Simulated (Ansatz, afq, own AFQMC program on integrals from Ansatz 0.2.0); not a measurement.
# SiH₃+ (triplet): AFQMC on the coupled-cluster ladder at distance Si1–H3 = 2.058 Å, 6-31G, part 2 of 2

Ansatz 0.2.0, Gaussian basis, and an in-house AFQMC program (afq) on its integrals; all values are calculated; 6-31G, frozen cores.

## 14. Phaseless AFQMC, CISD trial on UHF

It reads the integrals that the CCSD(T) run on this determinant wrote.

Run with:

```sh
> afq ham --method phaseless --trial cisd --walkers 4000 --populations 20 --least-time 60 --time-step 0.005 --steps-per-block 50 --equilibration-blocks 28 --max-blocks 4000 --target-error 0.00015 --factor-cut 1e-05 --start spin_pure --seed 7521 --release-times 0.24,0.51,0.99,1.62,2.4 --release-step 0.03 --release-every 3 --taylor-order 6
```

The program printed:

```text
orbitals 14  electrons 4 2  factors 84 of 236
reference energy -290.16849645 Eh
CCSD correlation -0.06521420 Eh in 12 cycles, weight of the determinant in the CISD state 0.9399
energy of the start -290.233665 Eh
 block  time / (1/Eh)  mean weight  energy / Eh
     1     0.250  1.0000  -290.233467
     2     0.500  1.0001  -290.233527
     3     0.750  1.0001  -290.233672
     4     1.000  1.0001  -290.233857
     5     1.250  0.9999  -290.233986
     6     1.500  1.0000  -290.234148
     7     1.750  0.9999  -290.234277
     8     2.000  1.0000  -290.234352
     9     2.250  1.0000  -290.234401
    10     2.500  0.9999  -290.234477
    11     2.750  0.9999  -290.234591
    12     3.000  1.0000  -290.234568
    13     3.250  0.9999  -290.234638
    14     3.500  1.0001  -290.234671
    15     3.750  1.0002  -290.234659
    16     4.000  1.0000  -290.234762
    17     4.250  1.0000  -290.234843
    18     4.500  0.9999  -290.234830
    19     4.750  1.0000  -290.234868
    20     5.000  1.0000  -290.234832
    21     5.250  1.0001  -290.234935
    22     5.500  1.0002  -290.234916
    23     5.750  1.0000  -290.234932
    24     6.000  1.0001  -290.234931
    25     6.250  1.0000  -290.234937
    26     6.500  1.0001  -290.234970
    27     6.750  1.0001  -290.234974
    28     7.000  0.9999  -290.234972
    29     7.250  1.0001  -290.234945
    30     7.500  1.0001  -290.234965
    31     7.750  0.9999  -290.234852
    32     8.000  1.0002  -290.234862
    33     8.250  1.0000  -290.234839
    34     8.500  0.9999  -290.234924
    35     8.750  1.0000  -290.234891
    36     9.000  0.9999  -290.234851
    37     9.250  0.9999  -290.234852
    38     9.500  1.0002  -290.234768
    39     9.750  1.0001  -290.234904
    40    10.000  1.0000  -290.234969
    41    10.250  1.0000  -290.235074
    42    10.500  1.0001  -290.235058
    43    10.750  0.9999  -290.235092
    44    11.000  0.9999  -290.234955
    45    11.250  1.0000  -290.234869
    46    11.500  0.9999  -290.234882
    47    11.750  1.0001  -290.234787
    48    12.000  0.9998  -290.234837
    49    12.250  1.0001  -290.234815
    50    12.500  0.9999  -290.234929
    51    12.750  1.0000  -290.234834
    52    13.000  0.9999  -290.234810
    53    13.250  1.0001  -290.234944
    54    13.500  1.0000  -290.235028
    55    13.750  1.0000  -290.235097
    56    14.000  1.0000  -290.235053
    57    14.250  1.0001  -290.235044
    58    14.500  1.0000  -290.235181
    59    14.750  1.0000  -290.235098
    60    15.000  1.0001  -290.234919
    61    15.250  1.0001  -290.234889
    62    15.500  1.0000  -290.234992
    63    15.750  1.0001  -290.235037
    64    16.000  0.9999  -290.234967
    65    16.250  0.9999  -290.234885
    66    16.500  1.0000  -290.234869
    67    16.750  1.0000  -290.235007
    68    17.000  1.0000  -290.234987
    69    17.250  1.0000  -290.234848
    70    17.500  0.9999  -290.234763
    71    17.750  0.9999  -290.234771
    72    18.000  1.0000  -290.234906
    73    18.250  1.0000  -290.234777
    74    18.500  1.0001  -290.234868
    75    18.750  1.0001  -290.234804
    76    19.000  1.0001  -290.234810
    77    19.250  1.0000  -290.234826
    78    19.500  0.9999  -290.234803
error from the spread of 20 populations
released: time / (1/Eh)  energy / Eh  error  mean overlap
  0.24  -290.234927  0.000018  1.0020
  0.51  -290.234944  0.000017  1.0038
  0.99  -290.234978  0.000017  1.0017
  1.62  -290.234989  0.000012  1.0019
  2.40  -290.234997  0.000016  1.0028
energy -290.234915 +/- 0.000021 Eh
```

Run time: 25 s. Hardware: 1 × NVIDIA H100 80GB HBM3 with 2 threads of AMD EPYC 7R13 (Zen 3), shared host; peak host memory 1.5 GiB.

Energy -7897.6944 ± 0.0006 eV. Caveats: constraint bias not in the error.

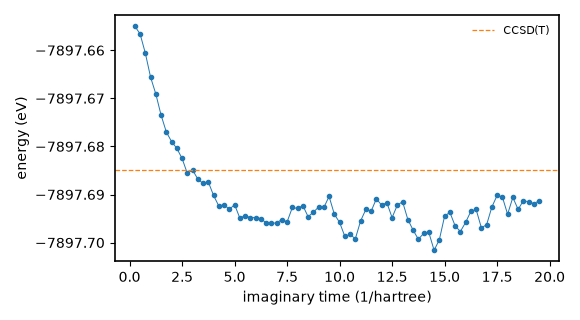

Block energies along the walk.

## 15. Phaseless AFQMC, single-determinant trial on UHF (settings varied)

It reads the integrals that the CCSD(T) run on this determinant wrote.

Run with:

```sh
> afq ham --method phaseless --trial hf --walkers 20 --populations 1 --least-time 40 --time-step 0.005 --steps-per-block 5 --equilibration-blocks 400 --max-blocks 2400 --target-error 0.00058 --factor-cut 1e-05 --start spin_pure --seed 5027 --taylor-order 8
```

The program printed:

```text
orbitals 14  electrons 4 2  factors 84 of 236
reference energy -290.16849645 Eh
CCSD correlation -0.06521420 Eh in 12 cycles, weight of the determinant in the CISD state 0.9399
energy of the start -290.168651 Eh
 block  time / (1/Eh)  mean weight  energy / Eh
     1     0.025  0.9988  -290.171404
     2     0.050  0.9996  -290.174440
     3     0.075  1.0016  -290.174621
     4     0.100  0.9999  -290.176837
     5     0.125  1.0004  -290.180206
     6     0.150  1.0018  -290.181592
     7     0.175  1.0001  -290.182236
     8     0.200  0.9998  -290.184557
     9     0.225  1.0002  -290.184991
    10     0.250  1.0020  -290.188461
    71     1.775  1.0006  -290.235126
   141     3.525  1.0029  -290.245180
   211     5.275  1.0009  -290.217662
   281     7.025  1.0013  -290.218336
   351     8.775  1.0012  -290.226315
   421    10.525  1.0003  -290.237153
   491    12.275  1.0001  -290.216003
   561    14.025  1.0007  -290.248613
   631    15.775  1.0016  -290.224963
   701    17.525  1.0001  -290.246733
   771    19.275  1.0011  -290.235311
   841    21.025  1.0000  -290.222839
   911    22.775  0.9990  -290.214201
   981    24.525  1.0003  -290.250874
  1051    26.275  0.9992  -290.223129
  1121    28.025  1.0017  -290.256498
  1191    29.775  0.9988  -290.227777
  1261    31.525  1.0008  -290.223470
  1331    33.275  1.0026  -290.243443
  1401    35.025  1.0011  -290.231038
  1471    36.775  1.0000  -290.227870
  1541    38.525  0.9987  -290.217404
  1611    40.275  0.9993  -290.228160
  1681    42.025  0.9990  -290.214727
  1751    43.775  1.0025  -290.250327
  1821    45.525  0.9998  -290.236867
  1891    47.275  1.0016  -290.265250
  1961    49.025  1.0002  -290.244720
  2031    50.775  0.9999  -290.235812
  2101    52.525  1.0012  -290.256106
  2171    54.275  1.0000  -290.223097
  2241    56.025  1.0002  -290.221100
  2311    57.775  0.9983  -290.224697
  2381    59.525  1.0001  -290.235351
  2451    61.275  1.0000  -290.243648
  2521    63.025  0.9981  -290.240819
  2591    64.775  0.9985  -290.245341
  2661    66.525  0.9984  -290.267716
  2731    68.275  0.9981  -290.238908
blocks merged  error / Eh  count
     1  0.000356  2400
     2  0.000493  1200
     4  0.000683  600
     8  0.000944  300
    16  0.001270  150
    32  0.001692  75
    64  0.002341  37
   128  0.002558  18
   256  0.003349  9
energy -290.237417 +/- 0.002558 Eh
```

It took 53 s on 1 × NVIDIA H100 80GB HBM3 with 2 threads of AMD EPYC 7R13 (Zen 3), shared host; peak host memory 1.5 GiB.

Energy -7897.7625 ± 0.0696 eV. The run doesn't count as converged. Caveats: constraint bias not in the error; error above the target. The error still grows with block length (0.0637 to 0.0911 eV), so the bar may be too small.

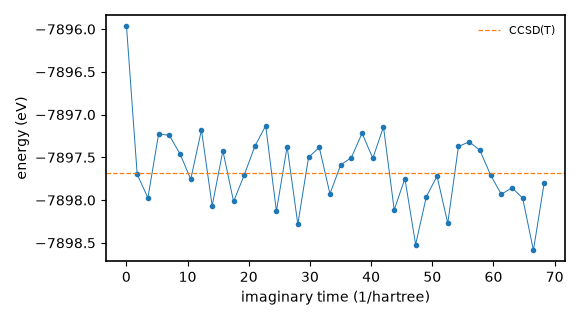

Block energies along the walk.

## 16. AFQMC on the ladder

The full CI on restricted orbitals is not used as the yardstick for these unrestricted rows.

On the UHF determinant, counted from CCSDTQ (a yardstick, not exact):

| level | energy (eV) | from CCSDTQ (kJ/mol) | statistical error (kJ/mol) | time |
| --- | --- | --- | --- | --- |
| HF | -7895.8870 | +174.7 |  |  |
| MP2 | -7897.0893 | +58.7 |  |  |
| CCSD | -7897.6616 | +3.5 |  |  |
| CCSD(T) | -7897.6848 | +1.2 |  |  |
| CCSDT(Q) | -7897.6975 | 0.0 |  |  |
| CCSDTQ | -7897.6977 | 0.0 |  |  |
| Phaseless AFQMC, CISD trial, step 0.005, 4000 walkers | -7897.6944 | +0.3 | 0.1 | 25 s |

The functionals' totals stand on their own zeros and serve differences with other points: PBE -7907.855 eV; r2SCAN -7911.228 eV; PBE0 -7908.488 eV; B3LYP -7912.564 eV; wB97M-V -7910.858 eV; B2PLYP -7907.862 eV.

## 17. Outcome

The summary covers parts 1 to 2.

| quantity | value |
| --- | --- |
| CCSD(T) on UHF from CCSDTQ | +1.2 kJ/mol |
| Phaseless AFQMC, CISD trial on UHF from CCSDTQ | +0.3 ± 0.1 kJ/mol |

In words: On UHF the phaseless walk with the CISD trial lies +0.3 kJ/mol from CCSDTQ, 6 times its error bar. Error bars are statistical and leave out the constraint, the time step and what remains of the start.
